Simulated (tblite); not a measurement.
Geometry relaxation, with input and output: BCl$_{2}$

- system: BCl$_{2}$, multiplicity 2
- method: GFN2-xTB geometry optimisation, gas phase (tblite 0.8.0)

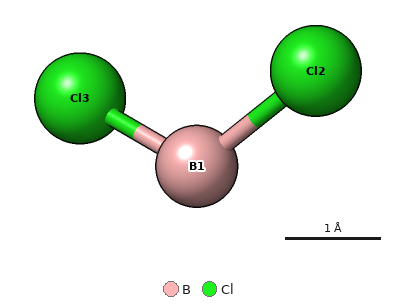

Fig. 1: The structure as given in the input (ball-and-stick view, seen at an oblique angle; atoms are numbered from 1 in the order of the input). Bond lengths as drawn: B–Cl 1.74 to 1.77 Å.

### Key numbers

| quantity | value |
| --- | --- |
| outcome | converged |
| total energy | −280.5323 eV |
| hardware | 1 CPU thread, shared host |
| peak memory | 0.3 GiB |

### The input
```
{"job": {"kind": "relax", "xc": "GFN2-xTB", "basis": "xTB"}, "charge": 0, "multiplicity": 2}
B      0.021400    -0.003900    -0.016800
Cl    -0.878000     1.518500    -0.016600
Cl     1.764300    -0.003100    -0.026400
```

The first line tells a small driver script what to run in tblite; the rest is the geometry in Å.

Command:
```bash
OMP_NUM_THREADS=1 python <driver script> task.json out
```

### What the program printed
```
step      E/eV     max force
  0    -280.45366    1.307
  1    -280.50500    0.836
  2    -280.53106    0.190
  3    -280.53203    0.052
  4    -280.53209    0.037
  5    -280.53223    0.035
  6    -280.53227    0.030
  7    -280.53230    0.011
  8    -280.53230    0.002
```

### Trajectory as extended XYZ (Å, eV, eV/Å), 9 frames, from step=0 to step=8
```
3
Properties=species:S:1:pos:R:3:forces:R:3 step=0 energy=-280.45366
B     0.0214   -0.0039   -0.0168    0.4510   1.1400  -0.0060
Cl   -0.8780    1.5185   -0.0166    0.6570  -1.1300   0.0000
Cl    1.7643   -0.0031   -0.0264   -1.1080  -0.0100   0.0060
3
Properties=species:S:1:pos:R:3:forces:R:3 step=1 energy=-280.50500
B     0.0278    0.0123   -0.0169    0.2170   0.6970  -0.0030
Cl   -0.8686    1.5024   -0.0166    0.4390  -0.7120   0.0000
Cl    1.7485   -0.0033   -0.0263   -0.6560   0.0150   0.0040
3
Properties=species:S:1:pos:R:3:forces:R:3 step=2 energy=-280.53106
B     0.0358    0.0381   -0.0170   -0.1080  -0.1560   0.0010
Cl   -0.8524    1.4761   -0.0166   -0.0320   0.1230   0.0000
Cl    1.7243   -0.0027   -0.0262    0.1410   0.0340  -0.0010
3
Properties=species:S:1:pos:R:3:forces:R:3 step=3 energy=-280.53203
B     0.0338    0.0337   -0.0170   -0.0370  -0.0070   0.0000
Cl   -0.8544    1.4802   -0.0166    0.0470  -0.0220   0.0000
Cl    1.7283   -0.0024   -0.0262   -0.0110   0.0290   0.0000
3
Properties=species:S:1:pos:R:3:forces:R:3 step=4 energy=-280.53209
B     0.0333    0.0336   -0.0170   -0.0260  -0.0180   0.0000
Cl   -0.8537    1.4798   -0.0166    0.0360  -0.0080   0.0000
Cl    1.7281   -0.0020   -0.0262   -0.0100   0.0270   0.0000
3
Properties=species:S:1:pos:R:3:forces:R:3 step=5 energy=-280.53223
B     0.0312    0.0325   -0.0169    0.0130  -0.0320   0.0000
Cl   -0.8510    1.4790   -0.0166    0.0050   0.0180   0.0000
Cl    1.7274   -0.0001   -0.0262   -0.0180   0.0140   0.0000
3
Properties=species:S:1:pos:R:3:forces:R:3 step=6 energy=-280.53227
B     0.0307    0.0316   -0.0169    0.0180  -0.0240   0.0000
Cl   -0.8500    1.4790   -0.0166   -0.0010   0.0160   0.0000
Cl    1.7270    0.0008   -0.0262   -0.0170   0.0080   0.0000
3
Properties=species:S:1:pos:R:3:forces:R:3 step=7 energy=-280.53230
B     0.0305    0.0303   -0.0169    0.0100  -0.0050   0.0000
Cl   -0.8490    1.4793   -0.0166   -0.0030   0.0050   0.0000
Cl    1.7262    0.0018   -0.0262   -0.0070   0.0000   0.0000
3
Properties=species:S:1:pos:R:3:forces:R:3 step=8 energy=-280.53230
B     0.0307    0.0301   -0.0169    0.0020   0.0000   0.0000
Cl   -0.8490    1.4795   -0.0166   -0.0010   0.0010   0.0000
Cl    1.7260    0.0019   -0.0262   -0.0020   0.0000   0.0000
```

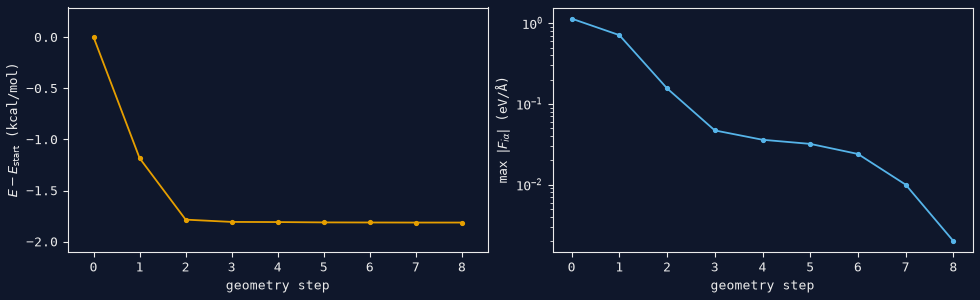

Fig. 2: Progress of the relaxation, step by step (steps are counted from 0).

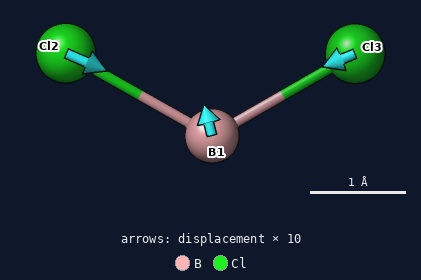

Fig. 3: The starting structure with the displacements as teal arrows, magnified 10 times (ball-and-stick view, seen on its broad side). The two geometries are laid on each other by the best rigid fit. The energy falls by 1.81 kcal/mol in 8 geometry steps. The largest force component goes from 1.1 to 0.002 eV/Å. The atom that moves furthest after the best rigid fit is Cl2 (0.049 Å). By element the largest moves are Cl 0.049 Å, B 0.035 Å. Distances before and after: B1–Cl2 1.768 → 1.695 Å, B1–Cl3 1.743 → 1.696 Å. (Atoms are counted from 1 in the order of the input.)
